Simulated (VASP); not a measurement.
# A VASP study of EuAg4Sb2 (PBEsol + U): structure first, properties next, part 4 of 6

Aim: relax EuAg4Sb2 with PBEsol + U, compute its properties on that cell and hold them against experiment. The start is a cell from a database of measured crystal structures.

VASP 6.6.1, plane waves and PAW; the level of theory is named at each step.

Still holding for the runs below: The cell holds one magnetic atom, so no antiferromagnetic order fits into it. Experiment finds antiferromagnetic order in this phase (below 10.5 K, arxiv:2406.18252), so this ferromagnetic run describes another state.

So far. Step 2 (Full relaxation (PBEsol + U)): It ends with a largest force of 0.008 eV/Å and a pressure of 0.02 GPa. The volume lies -3.3 % from that of the database's start, which holds the thermal and zero-point expansion of its experiment. Step 3 (Second relaxation): It ends with a largest force of 0.009 eV/Å and a pressure of 0.01 GPa. The volume moved by under 0.01 %: the run met its threshold at the first step. The relaxed cell has a = 4.667, c = 24.453 Å (conventional setting).

**4. Density, ELF and potential (PBEsol + U)**

Level of this step: PBEsol, DFT+U (Eu f 7 eV), spin-polarised from a ferromagnetic start (one magnetic atom a cell); plane waves and PAW (Eu, Ag, Sb) (VASP).

The relaxed cell gets a fresh self-consistent run, on a basis set for its own volume, to fix the density and to check the remaining stress.

The input, INCAR:

```
SYSTEM = EuAg4Sb2
PREC = Accurate
ENCUT = 450
EDIFF = 1E-06
NELM = 150
ISMEAR = 1
SIGMA = 0.2
LREAL = .FALSE.
ALGO = Normal
GGA = PS
NBANDS = 47
ISPIN = 2
MAGMOM = 7 0 0 0 0 0 0
LDAU = .TRUE.
LDAUTYPE = 2
LDAUL = 3 -1 -1
LDAUU = 7 0 0
LDAUJ = 0 0 0
LDAUPRINT = 1
LASPH = .TRUE.
LMAXMIX = 6
AMIX = 0.2
BMIX = 1E-04
AMIX_MAG = 0.8
BMIX_MAG = 1E-04
LORBIT = 11
LWAVE = .FALSE.
LCHARG = .TRUE.
ISIF = 2
LELF = .TRUE.
LVHAR = .TRUE.
```

The input, POSCAR:

```
EuAg4Sb2
1.0
    2.3332787464      1.3471191123      8.1510520038
   -2.3332787464      1.3471191123      8.1510520038
    0.0000000000     -2.6942382246      8.1510520038
Eu Ag Sb
1 4 2
Direct
    0.0000000000      0.0000000000      0.0000000000
    0.1430778566      0.1430778566      0.1430778566
    0.8569221434      0.8569221434      0.8569221434
    0.4358117185      0.4358117185      0.4358117185
    0.5641882815      0.5641882815      0.5641882815
    0.2577397176      0.2577397176      0.2577397176
    0.7422602824      0.7422602824      0.7422602824
```

The input, KPOINTS:

```
Automatic mesh
0
Gamma
6 6 6
0 0 0
```

PAW data sets: Eu, Ag and Sb (PBE family, release 64).

Run with:

```bash
$ mpirun -np 4 vasp_std
```

The program printed:

```text
[banner, memory and clock lines left out]
running    4 mpi-ranks, on    1 nodes
 distrk:  each k-point on    4 cores,    1 groups
 distr:  one band on    1 cores,    4 groups

 POSCAR found type information on POSCAR EuAgSb
 POSCAR found :  3 types and       7 ions
 [... a notice as in an earlier step ...]

 LDA part: xc-table for (Slater+PW92), standard interpolation
|                                                                             |
|           W    W    AA    RRRRR   N    N  II  N    N   GGGG   !!!           |
|           W    W   A  A   R    R  NN   N  II  NN   N  G    G  !!!           |
|           W    W  A    A  R    R  N N  N  II  N N  N  G       !!!           |
|           W WW W  AAAAAA  RRRRR   N  N N  II  N  N N  G  GGG   !            |
|           WW  WW  A    A  R   R   N   NN  II  N   NN  G    G                |
|           W    W  A    A  R    R  N    N  II  N    N   GGGG   !!!           |
|                                                                             |
|     The number of bands has been changed from the values supplied in        |
|     The orbitals not found in the WAVECAR file will be initialized with     |
|     random numbers, which is usually adequate. For correlated               |
|     calculations, however, you should redo the groundstate calculation.     |
|     I found NBANDS = 47. Now, NBANDS = 48.                                  |
|                                                                             |

 POSCAR, INCAR and KPOINTS ok, starting setup
 FFT: planning ... GRIDC
 FFT: planning ... GRID_SOFT
 FFT: planning ... GRID
 WAVECAR not read
 entering main loop
       N       E                     dE             d eps       ncg     rms          rms(c)
DAV:   1     0.451144257552E+03    0.45114E+03   -0.27463E+04  9216   0.423E+03
DAV:   2     0.173034725543E+02   -0.43384E+03   -0.39804E+03  9704   0.610E+02
DAV:   3    -0.279806013365E+02   -0.45284E+02   -0.44296E+02  9304   0.118E+02
DAV:   4    -0.314597145320E+02   -0.34791E+01   -0.34604E+01 11880   0.236E+01
DAV:   5    -0.316709169030E+02   -0.21120E+00   -0.21105E+00 10168   0.684E+00    0.359E+01
DAV:   6    -0.354939416906E+02   -0.38230E+01   -0.74371E+00 10472   0.645E+01    0.204E+01
DAV:   7    -0.355264961816E+02   -0.32554E-01   -0.32916E+00  9016   0.176E+01    0.124E+01
DAV:   8    -0.354776951173E+02    0.48801E-01   -0.48425E-01 10680   0.131E+01    0.955E+00
DAV:   9    -0.354807782706E+02   -0.30832E-02   -0.95392E-02 10864   0.284E+00    0.740E+00
DAV:  10    -0.354705748879E+02    0.10203E-01   -0.32922E-02 10440   0.361E+00    0.373E+00
DAV:  11    -0.354721059998E+02   -0.15311E-02   -0.71511E-03 10696   0.137E+00    0.231E+00
DAV:  12    -0.354697838644E+02    0.23221E-02   -0.85694E-03  9536   0.198E+00    0.400E-01
DAV:  13    -0.354695794861E+02    0.20438E-03   -0.19470E-03 10744   0.538E-01    0.633E-01
DAV:  14    -0.354695905811E+02   -0.11095E-04   -0.34744E-04 10160   0.829E-02    0.383E-01
DAV:  15    -0.354695986884E+02   -0.81073E-05   -0.59300E-05 10992   0.965E-02    0.184E-01
DAV:  16    -0.354695979552E+02    0.73315E-06   -0.21079E-05  9328   0.450E-02    0.441E-02
DAV:  17    -0.354695964688E+02    0.14865E-05   -0.61738E-06  8312   0.212E-02    0.225E-02
DAV:  18    -0.354695958171E+02    0.65170E-06   -0.16218E-06  5480   0.185E-02
   1 F= -.35469596E+02 E0= -.35469729E+02  d E =0.399083E-03  mag=     7.0485
```

The job ended after 2.7 min (4 MPI ranks of Intel Xeon 6975P-C (Granite Rapids), shared host; peak memory 1.4 GiB; 11 min of CPU time).

OUTCAR, selected parts (step 4):

```text
The static configuration has the point symmetry D_3d.

 Found     32 irreducible k-points:

   k-points           NKPTS =     32   k-points in BZ     NKDIM =     32   number of bands    NBANDS=     48

   NELECT =      71.0000    total number of electrons

atom =   1  type =  1  l = 3

 onsite density matrix

spin component  1

  0.9755  0.0000 -0.0000  0.0017 -0.0000 -0.0000  0.0000
  0.0000  0.9718  0.0000  0.0000 -0.0015  0.0000  0.0000
 -0.0000  0.0000  0.9771  0.0000  0.0000 -0.0015 -0.0000
  0.0017  0.0000  0.0000  0.9747 -0.0000 -0.0000 -0.0000
 -0.0000 -0.0015  0.0000 -0.0000  0.9771  0.0000 -0.0000
 -0.0000  0.0000 -0.0015 -0.0000  0.0000  0.9718  0.0000
  0.0000  0.0000 -0.0000 -0.0000 -0.0000  0.0000  0.9776

spin component  2

  0.0009  0.0000 -0.0000 -0.0007  0.0000  0.0000  0.0000
  0.0000  0.0013 -0.0000 -0.0000  0.0001 -0.0000 -0.0000
 -0.0000 -0.0000  0.0007  0.0000  0.0000  0.0001 -0.0000
 -0.0007 -0.0000  0.0000  0.0011  0.0000 -0.0000  0.0000
  0.0000  0.0001  0.0000  0.0000  0.0007  0.0000 -0.0000
  0.0000 -0.0000  0.0001 -0.0000  0.0000  0.0013 -0.0000
  0.0000 -0.0000 -0.0000  0.0000 -0.0000 -0.0000  0.0005

 occupancies and eigenvectors

  o =  0.0003  v =  0.0000  0.0000  0.0000  0.0000  0.0000  0.0000  0.0000 -0.7638 -0.0000 -0.0000 -0.6455  0.0000 -0.0000  0.0000      0.0000  0.0000  0.0000  0.0000  0.0000  0.0000  0.0000  0.0000  0.0000  0.0000  0.0000  0.0000  0.0000  0.0000
  o =  0.0005  v =  0.0000  0.0000  0.0000  0.0000  0.0000  0.0000  0.0000  0.0000 -0.0000  0.0000  0.0000  0.0000 -0.0000  1.0000      0.0000  0.0000  0.0000  0.0000  0.0000  0.0000  0.0000  0.0000  0.0000  0.0000  0.0000  0.0000  0.0000  0.0000
  o =  0.0007  v =  0.0000  0.0000  0.0000  0.0000  0.0000  0.0000  0.0000 -0.0000 -0.0000 -0.9835  0.0000  0.0000  0.1812  0.0000      0.0000  0.0000  0.0000  0.0000  0.0000  0.0000  0.0000  0.0000  0.0000  0.0000  0.0000  0.0000  0.0000  0.0000
  o =  0.0007  v =  0.0000  0.0000  0.0000  0.0000  0.0000  0.0000  0.0000  0.0000 -0.1812  0.0000  0.0000  0.9835 -0.0000 -0.0000      0.0000  0.0000  0.0000  0.0000  0.0000  0.0000  0.0000  0.0000  0.0000  0.0000  0.0000  0.0000  0.0000  0.0000
  o =  0.0013  v =  0.0000  0.0000  0.0000  0.0000  0.0000  0.0000  0.0000 -0.0000  0.0000  0.1812  0.0000  0.0000  0.9835 -0.0000      0.0000  0.0000  0.0000  0.0000  0.0000  0.0000  0.0000  0.0000  0.0000  0.0000  0.0000  0.0000  0.0000  0.0000
  o =  0.0013  v =  0.0000  0.0000  0.0000  0.0000  0.0000  0.0000  0.0000  0.0000  0.9835 -0.0000 -0.0000  0.1812 -0.0000 -0.0000      0.0000  0.0000  0.0000  0.0000  0.0000  0.0000  0.0000  0.0000  0.0000  0.0000  0.0000  0.0000  0.0000  0.0000
  o =  0.0017  v =  0.0000  0.0000  0.0000  0.0000  0.0000  0.0000  0.0000 -0.6455 -0.0000  0.0000  0.7638 -0.0000 -0.0000  0.0000      0.0000  0.0000  0.0000  0.0000  0.0000  0.0000  0.0000  0.0000  0.0000  0.0000  0.0000  0.0000  0.0000  0.0000
  o =  0.9714  v = -0.0000  0.0001  0.2572  0.0000  0.0000  0.9664  0.0000  0.0000  0.0000  0.0000  0.0000  0.0000  0.0000  0.0000      0.0000  0.0000  0.0000  0.0000  0.0000  0.0000  0.0000  0.0000  0.0000  0.0000  0.0000  0.0000  0.0000  0.0000
  o =  0.9714  v = -0.0000 -0.9664  0.0000  0.0000 -0.2572  0.0001 -0.0000  0.0000  0.0000  0.0000  0.0000  0.0000  0.0000  0.0000      0.0000  0.0000  0.0000  0.0000  0.0000  0.0000  0.0000  0.0000  0.0000  0.0000  0.0000  0.0000  0.0000  0.0000
  o =  0.9734  v =  0.6267  0.0000  0.0000 -0.7793  0.0000  0.0000  0.0000  0.0000  0.0000  0.0000  0.0000  0.0000  0.0000  0.0000      0.0000  0.0000  0.0000  0.0000  0.0000  0.0000  0.0000  0.0000  0.0000  0.0000  0.0000  0.0000  0.0000  0.0000
  o =  0.9769  v =  0.7793 -0.0000  0.0000  0.6267 -0.0000 -0.0000 -0.0000  0.0000  0.0000  0.0000  0.0000  0.0000  0.0000  0.0000      0.0000  0.0000  0.0000  0.0000  0.0000  0.0000  0.0000  0.0000  0.0000  0.0000  0.0000  0.0000  0.0000  0.0000
  o =  0.9775  v =  0.0000  0.0000 -0.9664  0.0000 -0.0000  0.2572 -0.0000  0.0000  0.0000  0.0000  0.0000  0.0000  0.0000  0.0000      0.0000  0.0000  0.0000  0.0000  0.0000  0.0000  0.0000  0.0000  0.0000  0.0000  0.0000  0.0000  0.0000  0.0000
  o =  0.9775  v =  0.0000 -0.2572 -0.0000  0.0000  0.9664  0.0000  0.0000  0.0000  0.0000  0.0000  0.0000  0.0000  0.0000  0.0000      0.0000  0.0000  0.0000  0.0000  0.0000  0.0000  0.0000  0.0000  0.0000  0.0000  0.0000  0.0000  0.0000  0.0000
  o =  0.9776  v = -0.0000  0.0000 -0.0000  0.0000 -0.0000  0.0000  1.0000  0.0000  0.0000  0.0000  0.0000  0.0000  0.0000  0.0000      0.0000  0.0000  0.0000  0.0000  0.0000  0.0000  0.0000  0.0000  0.0000  0.0000  0.0000  0.0000  0.0000  0.0000

 E-fermi :   7.2962

 spin component 1
 k-point     1 :       0.0000    0.0000    0.0000
  band No.  band energies     occupation
    ...
     33       5.6303      1.00000
     34       5.6578      1.00000
     35       6.6369      1.00002
     36       6.6369      1.00002
     37       6.7942      1.00111
     38       7.4921     -0.02286
     39       8.0248     -0.00000
     40       8.0248     -0.00000
     41       8.5088     -0.00000
     42       8.5923     -0.00000
    ...

 k-point     2 :       0.1667    0.0000    0.0000
  band No.  band energies     occupation
    ...
     35       5.7377      1.00000
     36       6.1845      1.00000
     37       6.4425      1.00000
     38       7.1484      0.97264
     39       7.2126      0.82180
     40       8.2856     -0.00000
     41       8.4514     -0.00000
     42       8.8294     -0.00000
     43       9.8997     -0.00000
     44      10.0330     -0.00000
    ...

 k-point     3 :       0.3333    0.0000    0.0000
  band No.  band energies     occupation
    ...
     35       5.6346      1.00000
     36       5.7038      1.00000
     37       5.7039      1.00000
     38       6.0269      1.00000
     39       6.8674      1.00489
     40       8.0587     -0.00000
     41       8.8446     -0.00000
     42       9.1397     -0.00000
     43      10.1370     -0.00000
     44      10.2149     -0.00000
    ...

 k-point     4 :       0.5000    0.0000   -0.0000
  band No.  band energies     occupation
    ...
     35       5.6325      1.00000
     36       5.6456      1.00000
     37       5.6559      1.00000
     38       5.6837      1.00000
     39       6.7998      1.00125
     40       8.1190     -0.00000
     41       8.9100     -0.00000
     42       9.3417     -0.00000
     43       9.8433     -0.00000
     44      10.2280     -0.00000
    ...

  Total       -0.0035738     -0.0035738      0.0242235      0.0000000      0.0000000      0.0000000
  in kB       -0.0372478     -0.0372478      0.2524703      0.0000000      0.0000000      0.0000000
  external PRESSURE =       0.0593249 kB  Pullay stress =       0.0000000 kB

 POSITION                                       TOTAL-FORCE (eV/Angst)
 -----------------------------------------------------------------------------------
      0.00000      0.00000      0.00000         0.000000      0.000000      0.000000
      0.00000      0.00000      3.49871         0.000000     -0.000000     -0.009187
      0.00000      0.00000     20.95445         0.000000      0.000000      0.009187
      0.00000      0.00000     10.65697         0.000000      0.000000      0.007152
      0.00000      0.00000     13.79618         0.000000      0.000000     -0.007152
      0.00000      0.00000      6.30255         0.000000      0.000000     -0.000526
      0.00000      0.00000     18.15061         0.000000      0.000000      0.000526
 -----------------------------------------------------------------------------------
    total drift:                                0.000000      0.000000     -0.000000

  FREE ENERGIE OF THE ION-ELECTRON SYSTEM (eV)
  ---------------------------------------------------
  free  energy   TOTEN  =       -35.4695958171 eV

  energy  without entropy=      -35.4699949002  energy(sigma->0) =      -35.46972884

[... 9 parts as in an earlier step ...]

[... 9 further parts left out ...]
```

With spin, VASP writes an ELF for each channel.

This step gave:

| Item | Value |
| --- | --- |
| SCF cycles | 18 |
| bands | 48 |
| pressure | 0.005932 GPa |

Valence electrons inside each PAW sphere by angular momentum. Sphere charges, by row:

```tsv
atom	s (e)	p (e)	d (e)	f (e)	tot (e)
Eu1	2.025	5.736	0.301	6.824	14.89
Ag2	0.372	0.308	9.176	0	9.856
Ag3	0.372	0.308	9.176	0	9.856
Ag4	0.409	0.338	9.153	0	9.9
Ag5	0.409	0.338	9.153	0	9.9
Sb6	1.128	1.306	0.036	0	2.469
Sb7	1.128	1.306	0.036	0	2.469
```

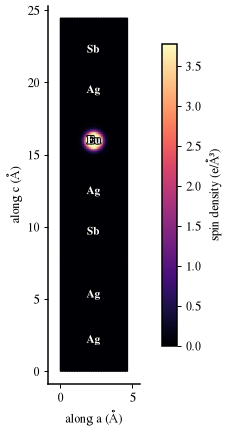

Spin density in the ac plane of the conventional cell at fractional y = 0.000, with atoms of Eu and Ag and Sb within 0.2 Å of it. The map starts off the cell's origin, so that atoms lie inside it.

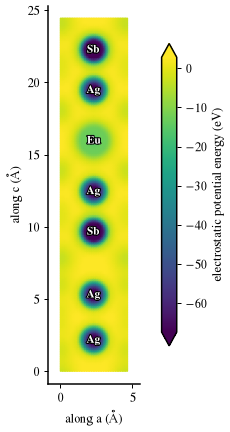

Electrostatic potential energy in the ac plane of the conventional cell at fractional y = 0.000, with atoms of Eu and Ag and Sb within 0.2 Å of it. With pseudopotentials it is smooth inside the atoms' cores, unlike the true potential. The map starts off the cell's origin, so that atoms lie inside it.

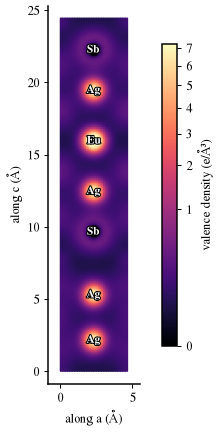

Valence density in the ac plane of the conventional cell at fractional y = 0.000, with atoms of Eu and Ag and Sb within 0.2 Å of it. It is the smooth field of the valence electrons, not physical close to the nuclei. The map starts off the cell's origin, so that atoms lie inside it. The colour scale is stretched toward low values.

In this run the pressure is 0.01 GPa, small enough to go on.

[end of part 4 of 6]

[Lines on the potential files, build, host, timing and source positions are cut from VASP's logs without a mark.]

[Logs are printed without paths, hosts, clocks, repeated set-up lines and the standing remarks that a program may print on its own settings, such as how far it seeks lower states.]

[Hosts, paths, dates, database ids (printed as entryN), source tags and the programs' standing remarks are cut or masked in the printed files.]

[A measured line is paired with the nearest computed mode of its activity, which favours agreement.]
